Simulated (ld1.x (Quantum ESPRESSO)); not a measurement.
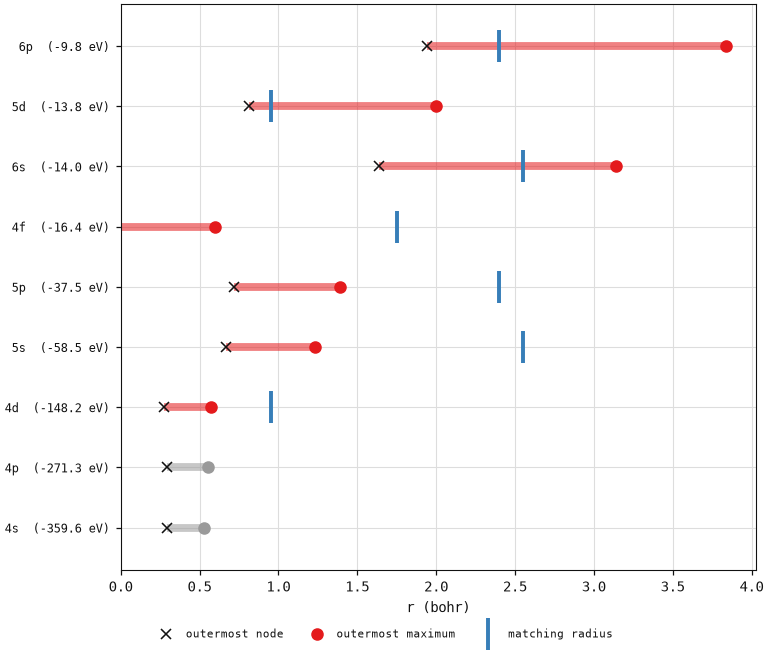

**Figure 1.** Outer shells of the all-electron reference atom: each bar runs from the outermost node (or the nucleus) to the outermost maximum of u(r); the tick is the radius chosen for the pseudo-wave. Shells without a tick have no pseudo-wave of their own. Levels, nodes and maxima are from ld1.x, scalar-relativistic.

- Radii against the shells: 4d: 0.95 bohr, outside the maximum; 5s: 2.55 bohr, outside the maximum; 5p: 2.40 bohr, outside the maximum; 4f: 1.75 bohr, outside the maximum; 6s: 2.55 bohr, between node and maximum; 5d: 0.95 bohr, between node and maximum; 6p: 2.40 bohr, between node and maximum.

## Pseudopotential generation for Eu (part 1 of 2)

System: europium (Eu, Z = 63), core [Kr], reference valence 4d10 4f7 5s2 5p6 5d0 6s0 6p0 (an ion of charge +2), valence charge 27.
Method: ultrasoft potential, LDA (PZ), scalar-relativistic, made with ld1.x (Quantum ESPRESSO) 7.5.

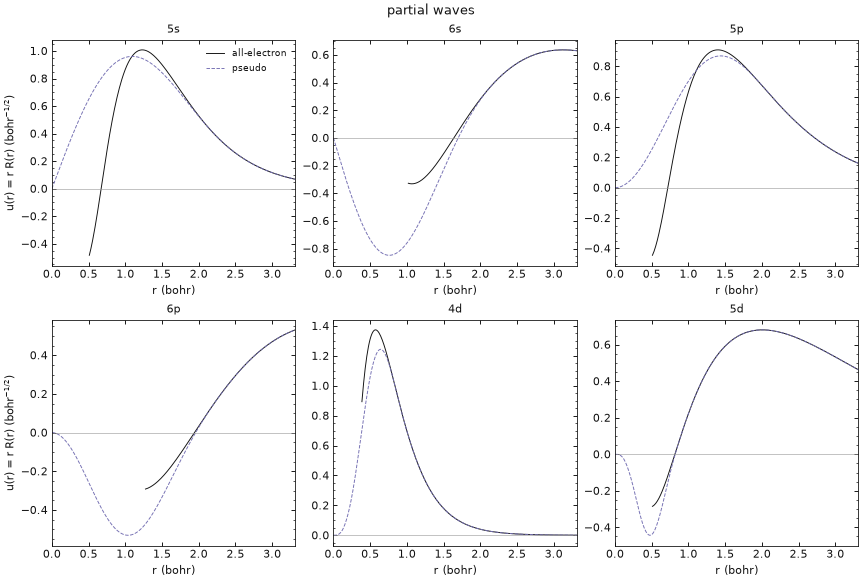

**Figure 2.** Partial waves u(r) = r R(r), all-electron (solid) and pseudo (dashed). The innermost oscillations of some all-electron curves aren't drawn. Reference configuration 4d10 4f7 5s2 5p6 5d0 6s0 6p0.

- Matching radii: 5s at 2.55 bohr; 6s at 2.55 bohr; 5p at 2.40 bohr; 6p at 2.40 bohr; 4d at 0.95 bohr; 5d at 0.95 bohr. The curves merge smoothly, so the plot gives these only roughly.
- Nodes of the pseudo-waves: 5s has no node; 6s has a node at about 1.7 bohr; 5p has no node; 6p has a node at about 2.0 bohr; 4d has no node; 5d has a node at about 0.8 bohr. A node in 6s, 6p and 5d is allowed, since a lower shell of the same l is also in the valence.
- Cutoffs needed: 200 Ry (loose) and 300 Ry (tight), as the cutoffs, on a coarse ladder, from which the occupation-weighted sum of valence levels, in a spherical-Bessel basis at the reference potential, stays within 10 and 1 mRy of its value at 400 Ry.

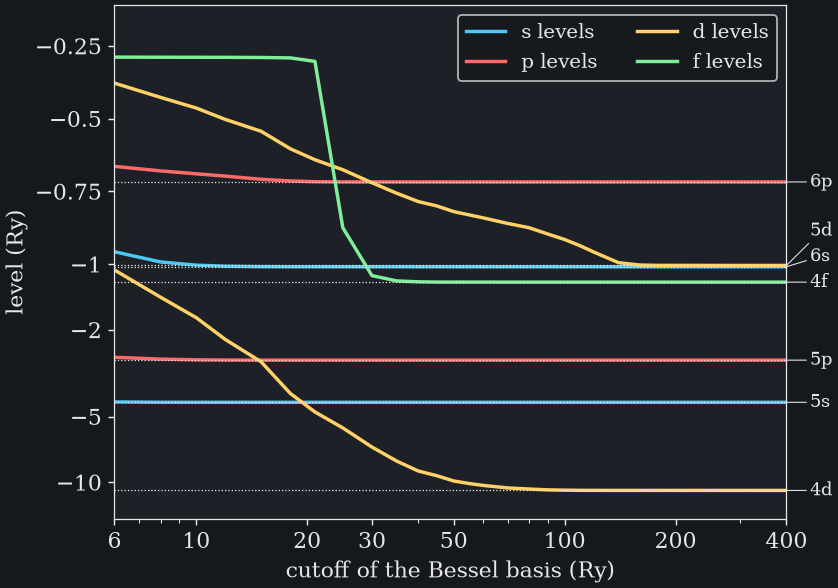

**Figure 3.** The pseudo-atom Hamiltonian at the reference potential is diagonalised in spherical Bessel functions (20 bohr box) up to the cutoff. Curves: the lowest levels of each channel that holds a bound state. Dotted lines: the all-electron valence levels.

- Ghost states: no ghost state below the valence levels in the s, p, d, f channels. The curves of the valence states settle on the dotted lines.
- All-electron valence levels: 5s: -4.3 Ry; 6s: -1.03 Ry; 5p: -2.75 Ry; 6p: -0.72 Ry; 4d: -10.9 Ry; 5d: -1.01 Ry; 4f: -1.21 Ry.

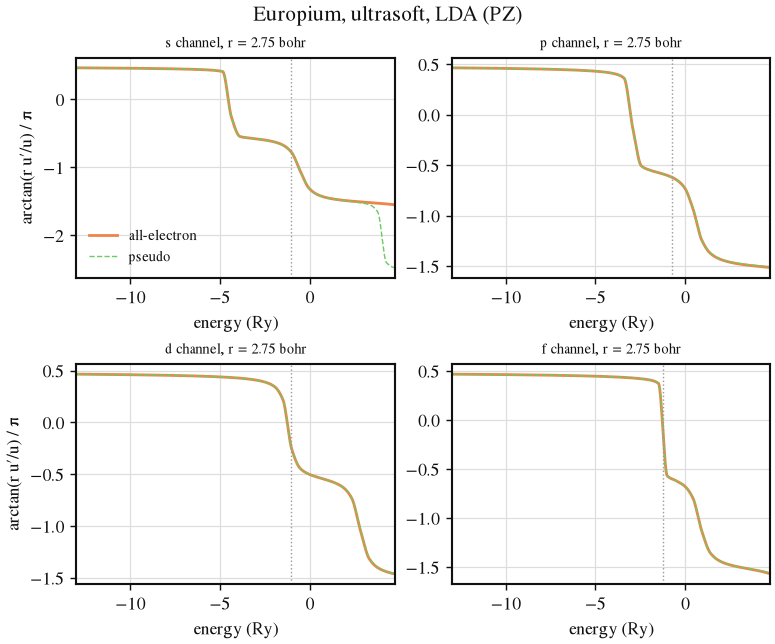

**Figure 4.** Unwrapped phase arctan(r u′/u) in units of π against energy, all-electron (solid) and pseudo (dashed); the pseudo phase is matched to the all-electron one at the reference energy. Here u = r R(r). A near-vertical step is a level narrower than the spacing of the points behind the curves. The dotted line marks the reference energy of the channel.

- Ghost states: Going away from the reference energies, the phases part by more than π/2 in: s at about 4.0 Ry (above its reference energy, pseudo phase lower). Such a step is either a state that only one of the two atoms has or an ordinary level shifted in energy. The separate test gives: no ghost state below the valence levels in the s, p, d, f channels.
- Range over which the phases agree within 0.05 rad: s: up to about 2.9 Ry; p: over the whole range drawn; d: up to about 2.8 Ry; f: up to about 4.9 Ry.

These pictures come from the run below.

### Input file
```
 &input
   title='Eu', zed=63., rel=1, dft='PZ', iswitch=3,
   config='[Xe] 4f7 5d0 6s0 6p0',
   nld=4, rlderiv=2.75, eminld=-13.0, emaxld=5.0, deld=0.04
 /
 &inputp
   pseudotype=3, tm=.true., lloc=-2, rcloc=1.68,
   nlcc=.true.,
   which_augfun='PSQ', rmatch_augfun=1.00,
   file_pseudopw='Eu.UPF', file_wfcaegen='ae.wfc', file_wfcncgen='nc.wfc', file_beta='beta', file_chi='chi', file_wfcusgen='us.wfc'
 /
8
5S  1  0   2.00   0.00  2.15  2.55  0.0
6S  2  0   0.00   0.00  2.15  2.55  0.0
5P  2  1   6.00   0.00  2.30  2.40  0.0
6P  3  1   0.00   0.00  2.30  2.40  0.0
4D  3  2  10.00   0.00  0.90  0.95  0.0
5D  4  2   0.00   0.00  0.90  0.95  0.0
4F  4  3   7.00   0.00  1.45  1.75  0.0
4F  4  3   0.00   1.10  1.45  1.75  0.0
 &test
   configts(1)='4d10 4f7 5s2 5p6 5d0 6s0 6p0'
 /
```

### Input of the test run
```
 &input
   title='Eu', zed=63., rel=1, dft='PZ', iswitch=2,
   config='[Xe] 4f7 5d0 6s0 6p0'
 /
 &test
   file_pseudo='Eu.UPF', nconf=10,
   configts(1)='4d10 4f7 5s2 5p6 5d0 6s0 6p0',
   configts(2)='4d10 4f7 5s2 5p6 5d0 6s2 6p0',
   configts(3)='4d10 4f7 5s2 5p6 5d0 6s1 6p0',
   configts(4)='4d10 4f6 5s2 5p6 5d0 6s0 6p0',
   configts(5)='4d10 4f6 5s2 5p6 5d0 6s2 6p0',
   configts(6)='4d10 4f7 5s2 5p6 5d0 6s1.5 6p0',
   configts(7)='4d10 4f7 5s2 5p6 5d0 6s0 6p1',
   configts(8)='4d10 4f7 5s2 5p6 5d0 6s1 6p1',
   configts(9)='4d10 4f7 5s2 5p6 5d0 6s0 6p0', lsdts(9)=1,
   configts(10)='4d10 4f7 5s2 5p6 5d0 6s2 6p0', lsdts(10)=1
 /
```

Command:
```bash
ld1.x < Eu.in > Eu.out
```

### Output
```
     Program LD1 v.7.5
     --------------------------- All-electron run ----------------------------

     Eu
     scalar relativistic calculation

     atomic number is 63.00
     dft =PZ   lsd =0 sic =0 latt =0  beta=0.20 tr2=1.0E-14
     Exchange-correlation= PZ
                           (   1   1   0   0   0   0   0)
     mesh =1261 r(mesh) = 100.16965 a.u. xmin = -7.00 dx = 0.01250
     1 Ry =  13.60569312 eV, c = 137.03599908

     n l     nl                  e(Ry)          e(Ha)          e(eV)
     1 0     1S 1( 2.00)     -3552.8330     -1776.4165    -48338.7554
     2 0     2S 1( 2.00)      -584.3310      -292.1655     -7950.2283
     2 1     2P 1( 6.00)      -520.9517      -260.4758     -7087.9087
     3 0     3S 1( 2.00)      -129.3142       -64.6571     -1759.4095
     3 1     3P 1( 6.00)      -109.5905       -54.7953     -1491.0552
     4 0     4S 1( 2.00)       -26.4280       -13.2140      -359.5714
     4 1     4P 1( 6.00)       -19.9368        -9.9684      -271.2536
     3 2     3D 1(10.00)       -83.1643       -41.5822     -1131.5082
     5 0     5S 1( 2.00)        -4.2972        -2.1486       -58.4663
     5 1     5P 1( 6.00)        -2.7536        -1.3768       -37.4640
     4 2     4D 1(10.00)       -10.8933        -5.4467      -148.2111
     4 3     4F 1( 7.00)        -1.2085        -0.6043       -16.4429
     5 2     5D 1( 0.00)        -1.0133        -0.5066       -13.7866
     6 0     6S 1( 0.00)        -1.0273        -0.5136       -13.9770
     6 1     6P 1( 0.00)        -0.7172        -0.3586        -9.7577

     final scf error:  8.5E-15 reached in  25 iterations

     Etot =  -21672.066653 Ry,  -10836.033327 Ha, -294863.488227 eV

     Ekin =   23214.246814 Ry,   11607.123407 Ha,  315845.918239 eV
     Encl =  -52780.142684 Ry,  -26390.071342 Ha, -718110.424344 eV
     Eh   =    8362.430386 Ry,    4181.215193 Ha,  113776.661592 eV
     Exc  =    -468.601170 Ry,    -234.300585 Ha,   -6375.643713 eV

     normalization and overlap integrals

     s(1S/1S) =  1.000000  <r> =   0.0223  <r2> =    0.0007  r(max) =   0.0142
     s(2S/2S) =  1.000000  <r> =   0.0952  <r2> =    0.0107  r(max) =   0.0806
     s(2P/2P) =  1.000000  <r> =   0.0839  <r2> =    0.0086  r(max) =   0.0652
     s(3S/3S) =  1.000000  <r> =   0.2498  <r2> =    0.0713  r(max) =   0.2304
     s(3P/3P) =  1.000000  <r> =   0.2482  <r2> =    0.0714  r(max) =   0.2247
     s(4S/4S) =  1.000000  <r> =   0.5664  <r2> =    0.3622  r(max) =   0.5256
     s(4P/4P) =  1.000000  <r> =   0.5998  <r2> =    0.4094  r(max) =   0.5526
     s(3D/3D) =  1.000000  <r> =   0.2260  <r2> =    0.0601  r(max) =   0.1839
     s(5S/5S) =  1.000000  <r> =   1.3777  <r2> =    2.1365  r(max) =   1.2298
     s(5P/5P) =  1.000000  <r> =   1.6169  <r2> =    2.9676  r(max) =   1.3936
     s(4D/4D) =  1.000000  <r> =   0.6547  <r2> =    0.4978  r(max) =   0.5737
     s(4F/4F) =  1.000000  <r> =   0.9538  <r2> =    1.2311  r(max) =   0.5956
     s(5D/5D) =  1.000000  <r> =   2.4946  <r2> =    7.2443  r(max) =   2.0024
     s(6S/6S) =  1.000000  <r> =   3.4649  <r2> =   13.4234  r(max) =   3.1404
     s(6P/6P) =  1.000000  <r> =   4.2670  <r2> =   20.4368  r(max) =   3.8358

     ------------------------ End of All-electron run ------------------------

     --------------------- Generating US pseudopotential ---------------------

      Generating local potential from pseudized AE potential:
      Matching radius rcloc =   1.6800
      Enforcing V''(0)=0 (lloc=-2)

      Local pseudo, rcloc= 1.660 Estimated cut-off energy=    11.55 Ry

      Computing core charge for nlcc:

       r > 0.38 : true rho core
       r < 0.38 : rho core = a sin(br)/r    a= 108.98  b=   6.43

      Integrated core pseudo-charge :  15.07
      Wfc-us  5S rcutus= 2.539  Estimated cut-off energy=     8.86 Ry
      Wfc-us  6S rcutus= 2.539  Estimated cut-off energy=    18.23 Ry
      Wfc-us  5P rcutus= 2.415  Estimated cut-off energy=    14.49 Ry
      Wfc-us  6P rcutus= 2.415  Estimated cut-off energy=    26.75 Ry
      Wfc-us  4D rcutus= 0.958  Estimated cut-off energy=   131.06 Ry
      Wfc-us  5D rcutus= 0.958  Estimated cut-off energy=   223.38 Ry
      Wfc-us  4F rcutus= 1.745  Estimated cut-off energy=    52.45 Ry
      Wfc-us  4F rcutus= 1.745  Estimated cut-off energy=    45.82 Ry

     Q pseudized with Bessel functions
     Expected ecutrho=     549.3112 due to l1=  3   l2=  3

     ------------------- End of pseudopotential generation -------------------

     --------------------------- All-electron run ----------------------------

     Eu
     scalar relativistic calculation

     atomic number is 63.00
     dft =PZ   lsd =0 sic =0 latt =0  beta=0.20 tr2=1.0E-14
     Exchange-correlation= PZ
                           (   1   1   0   0   0   0   0)
     mesh =1261 r(mesh) = 100.16965 a.u. xmin = -7.00 dx = 0.01250
     1 Ry =  13.60569312 eV, c = 137.03599908

     n l     nl                  e(Ry)          e(Ha)          e(eV)
     1 0     1S 1( 2.00)     -3552.8330     -1776.4165    -48338.7554
     2 0     2S 1( 2.00)      -584.3310      -292.1655     -7950.2283
     2 1     2P 1( 6.00)      -520.9517      -260.4758     -7087.9087
     3 0     3S 1( 2.00)      -129.3142       -64.6571     -1759.4095
     3 1     3P 1( 6.00)      -109.5905       -54.7953     -1491.0552
     4 0     4S 1( 2.00)       -26.4280       -13.2140      -359.5714
     4 1     4P 1( 6.00)       -19.9368        -9.9684      -271.2536
     3 2     3D 1(10.00)       -83.1643       -41.5822     -1131.5082
     5 0     5S 1( 2.00)        -4.2972        -2.1486       -58.4663
     5 1     5P 1( 6.00)        -2.7536        -1.3768       -37.4640
     4 2     4D 1(10.00)       -10.8933        -5.4467      -148.2111
     4 3     4F 1( 7.00)        -1.2085        -0.6043       -16.4429
     5 2     5D 1( 0.00)        -1.0133        -0.5066       -13.7866
     6 0     6S 1( 0.00)        -1.0273        -0.5136       -13.9770
     6 1     6P 1( 0.00)        -0.7172        -0.3586        -9.7577

     final scf error:  8.5E-15 reached in  25 iterations

     Etot =  -21672.066653 Ry,  -10836.033327 Ha, -294863.488227 eV

     Ekin =   23214.246814 Ry,   11607.123407 Ha,  315845.918239 eV
     Encl =  -52780.142684 Ry,  -26390.071342 Ha, -718110.424344 eV
     Eh   =    8362.430386 Ry,    4181.215193 Ha,  113776.661592 eV
     Exc  =    -468.601170 Ry,    -234.300585 Ha,   -6375.643713 eV

     normalization and overlap integrals

     s(1S/1S) =  1.000000  <r> =   0.0223  <r2> =    0.0007  r(max) =   0.0142
     s(2S/2S) =  1.000000  <r> =   0.0952  <r2> =    0.0107  r(max) =   0.0806
     s(2P/2P) =  1.000000  <r> =   0.0839  <r2> =    0.0086  r(max) =   0.0652
     s(3S/3S) =  1.000000  <r> =   0.2498  <r2> =    0.0713  r(max) =   0.2304
     s(3P/3P) =  1.000000  <r> =   0.2482  <r2> =    0.0714  r(max) =   0.2247
     s(4S/4S) =  1.000000  <r> =   0.5664  <r2> =    0.3622  r(max) =   0.5256
     s(4P/4P) =  1.000000  <r> =   0.5998  <r2> =    0.4094  r(max) =   0.5526
     s(3D/3D) =  1.000000  <r> =   0.2260  <r2> =    0.0601  r(max) =   0.1839
     s(5S/5S) =  1.000000  <r> =   1.3777  <r2> =    2.1365  r(max) =   1.2298
     s(5P/5P) =  1.000000  <r> =   1.6169  <r2> =    2.9676  r(max) =   1.3936
     s(4D/4D) =  1.000000  <r> =   0.6547  <r2> =    0.4978  r(max) =   0.5737
     s(4F/4F) =  1.000000  <r> =   0.9538  <r2> =    1.2311  r(max) =   0.5956
     s(5D/5D) =  1.000000  <r> =   2.4946  <r2> =    7.2443  r(max) =   2.0024
     s(6S/6S) =  1.000000  <r> =   3.4649  <r2> =   13.4234  r(max) =   3.1404
     s(6P/6P) =  1.000000  <r> =   4.2670  <r2> =   20.4368  r(max) =   3.8358

     ------------------------ End of All-electron run ------------------------

     Computing logarithmic derivative in   2.75422
     Computing logarithmic derivative in   2.75422
     Computing the partial wave expansion
     R is outside the sphere for l=    0 j= 0.00
     R is outside the sphere for l=    0 j= 0.00
     R is outside the sphere for l=    1 j= 0.00
     R is outside the sphere for l=    1 j= 0.00
     R is outside the sphere for l=    2 j= 0.00
     R is outside the sphere for l=    2 j= 0.00
     R is outside the sphere for l=    3 j= 0.00
     R is outside the sphere for l=    3 j= 0.00

     ---------------------- Testing the pseudopotential ----------------------

     Eu
     scalar relativistic calculation

     atomic number is 63.00   valence charge is 27.00
     dft =PZ   lsd =0 sic =0 latt =0  beta=0.20 tr2=1.0E-14
     mesh =1261 r(mesh) = 100.16965 xmin = -7.00 dx = 0.01250

     n l     nl             e AE (Ry)        e PS (Ry)    De AE-PS (Ry)
     3 2     4D   1(10.00)      -10.89331      -10.89331       -0.00000
     4 3     4F   1( 7.00)       -1.20853       -1.20853        0.00000
     1 0     5S   1( 2.00)       -4.29720       -4.29720       -0.00000
     2 1     5P   1( 6.00)       -2.75356       -2.75356        0.00000
     4 2     5D   1( 0.00)       -1.01330       -1.01328       -0.00001
     2 0     6S   1( 0.00)       -1.02729       -1.02729        0.00000
     3 1     6P   1( 0.00)       -0.71718       -0.71718       -0.00000

     eps = 1.1E-15  iter =  4

     Etot =  -21672.066653 Ry,  -10836.033327 Ha, -294863.488227 eV
     Etotps =  -769.423948 Ry,    -384.711974 Ha,  -10468.546116 eV

     Ekin =     213.088276 Ry,     106.544138 Ha,    2899.213687 eV
     Encl =   -1291.174676 Ry,    -645.587338 Ha,  -17567.326408 eV
     Ehrt =     583.068116 Ry,     291.534058 Ha,    7933.045856 eV
     Ecxc =    -123.848407 Ry,     -61.924204 Ha,   -1685.043424 eV
     (Ecc =     -53.381841 Ry,     -26.690920 Ha,    -726.296942 eV)
     Epseu=    -150.557256 Ry,     -75.278628 Ha,   -2048.435825 eV

     ---------------------- End of pseudopotential test ----------------------
```

### Output of the test run (extracts)
```
     ---------------------- Testing the pseudopotential ----------------------

     Eu
     scalar relativistic calculation

     atomic number is 63.00   valence charge is 27.00
     dft =PZ   lsd =0 sic =0 latt =0  beta=0.20 tr2=1.0E-14
     mesh =1261 r(mesh) = 100.16965 xmin = -7.00 dx = 0.01250

     n l     nl             e AE (Ry)        e PS (Ry)    De AE-PS (Ry)
     3 2     4D   1(10.00)      -10.89331      -10.89331       -0.00000
     4 3     4F   1( 7.00)       -1.20853       -1.20853        0.00000
     1 0     5S   1( 2.00)       -4.29720       -4.29720       -0.00000
     2 1     5P   1( 6.00)       -2.75356       -2.75356        0.00000
     4 2     5D   1( 0.00)       -1.01330       -1.01328       -0.00001
     2 0     6S   1( 0.00)       -1.02729       -1.02729        0.00000
     3 1     6P   1( 0.00)       -0.71718       -0.71718       -0.00000

     eps = 1.2E-15  iter =  4

     Etot =  -21672.066653 Ry,  -10836.033327 Ha, -294863.488226 eV
     Etotps =  -769.423948 Ry,    -384.711974 Ha,  -10468.546117 eV

     Ekin =     213.088276 Ry,     106.544138 Ha,    2899.213686 eV
     Encl =   -1291.174676 Ry,    -645.587338 Ha,  -17567.326409 eV
     Ehrt =     583.068116 Ry,     291.534058 Ha,    7933.045856 eV
     Ecxc =    -123.848407 Ry,     -61.924204 Ha,   -1685.043425 eV
     (Ecc =     -53.381841 Ry,     -26.690920 Ha,    -726.296942 eV)
     Epseu=    -150.557256 Ry,     -75.278628 Ha,   -2048.435825 eV

     ---------------------- End of pseudopotential test ----------------------
```

(Continued in part 2.) Outcome of the run: generated.
